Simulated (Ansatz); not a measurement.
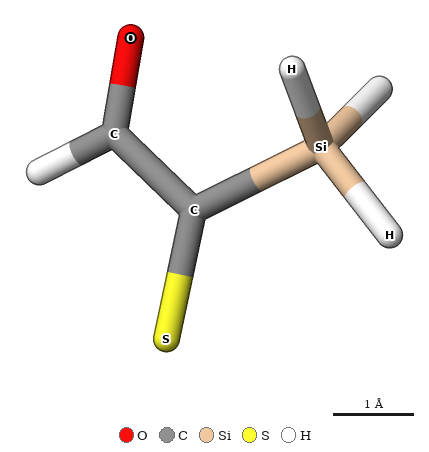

This is the input geometry for a relaxation of C2H4OSSi. Style: stick. Shown from a free direction.

The start comes from PBE-D4/def2-SVP.

Method: RKS PBE0-D4/def2-TZVP (Ansatz).

The input:
```yaml
crystal:
  periodic: [false, false, false]
  atoms:
    - {symbol: O, position_ang: [-0.720258, 1.014712, 1.644351]}
    - {symbol: C, position_ang: [-1.316157, 0.352990, 0.811502]}
    - {symbol: C, position_ang: [-0.603998, -0.318344, -0.329144]}
    - {symbol: Si, position_ang: [1.298371, -0.071186, -0.378052]}
    - {symbol: S, position_ang: [-1.470725, -1.189909, -1.418152]}
    - {symbol: H, position_ang: [-2.434363, 0.198196, 0.832628]}
    - {symbol: H, position_ang: [1.823988, -0.810453, -1.571086]}
    - {symbol: H, position_ang: [1.606892, 1.395173, -0.493677]}
    - {symbol: H, position_ang: [1.904750, -0.617379, 0.884530]}
basis:
  gaussian: {orbitals: def2-TZVP}
hamiltonian: {xc: pbe0, dispersion: d4}
relax: {f_tol: 0.005, max_steps: 150}
```

Command:
```bash
ansatz run in.yaml --threads 4 --pin off --events-out ev --progress --plain --max-ram 10444MiB
```

Predict the outcome.

The energy falls by 0.054 eV in 4 accepted moves (5 points after the start). The largest force component goes from 1 to 0.0013 eV/Å. The line search rejected the trial step at point 2 of the run. The largest move after the best rigid fit is that of S5, 0.043 Å. By element the largest moves are S 0.043 Å, H 0.030 Å, O 0.019 Å, C 0.018 Å, Si 0.005 Å. Near-neighbour distances that change, for instance: C3–S5 1.642 → 1.615 Å, C2–H6 1.129 → 1.108 Å, C3–Si4 1.919 → 1.898 Å, Si4–H7 1.499 → 1.481 Å.

History of the run:

| step | E − E(0), eV | largest force component, eV/Å | note |
| --- | --- | --- | --- |
| 0 | 0.0000 | 1.0300 |  |
| 1 | -0.0482 | 0.3386 |  |
| 2 | -0.0445 | 0.4197 | rejected |
| 3 | -0.0535 | 0.0237 |  |
| 4 | -0.0535 | 0.0121 |  |
| 5 | -0.0535 | 0.0013 |  |

The structure at the end:

```xyz
9

O    -0.7298    1.0027    1.6326
C    -1.3100    0.3506    0.8056
C    -0.5883   -0.3131   -0.3226
Si    1.2937   -0.0716   -0.3776
S    -1.4423   -1.1696   -1.3924
H    -2.4070    0.1974    0.8207
H     1.7998   -0.8055   -1.5597
H     1.5883    1.3778   -0.4938
H     1.8841   -0.6150    0.8702
```
